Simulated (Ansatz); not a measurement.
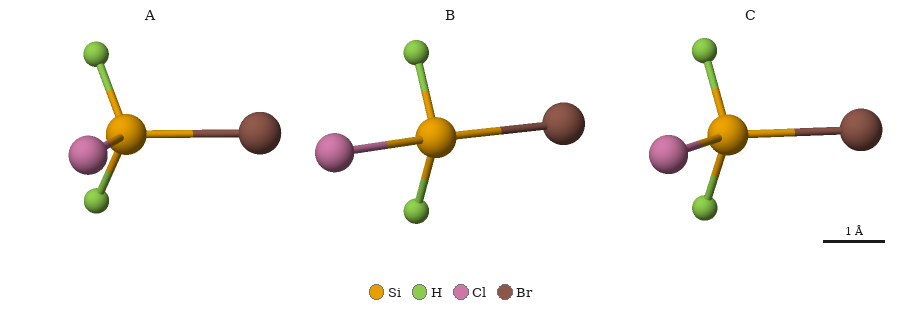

3 geometries from one relaxation of SiH$_{2}$BrCl, in shuffled order. The picture is a ball-and-stick view, seen at a tilt.

It is one of the separated products of a reaction.

Level of theory: Ansatz, RKS PBE0-D4/def2-TZVP. Settings: force threshold 0.005 eV/Å; at most 200 steps.

> Order the frames from highest to lowest energy.

B, C, A. They are steps 0, 3, 9, at +46.3 kcal/mol, +7.55 kcal/mol relative to the last. After 9 geometry steps the energy has fallen by 46.3 kcal/mol. Largest force component: 1.7 eV/Å at the start, 0.00033 eV/Å at the end. The largest move after the best rigid fit is that of the Cl atom, 0.91 Å. Largest moves by element: Cl 0.91 Å, Br 0.86 Å, H 0.53 Å, Si 0.33 Å. Near-neighbour distances that change, for instance: Br–Si 2.445 → 2.206 Å, Cl–Si 2.198 → 2.041 Å, H–Si 1.468 → 1.476 Å. Among the angles between lasting bonds that change: Cl–Si–Br 170.1° → 110.4°, H–Si–Br 90.1° → 108.4°, H–Si–H 129.4° → 112.7°. Cost: 9.5 s on 8 threads of Intel Xeon Platinum 8488C, with other jobs on the host.
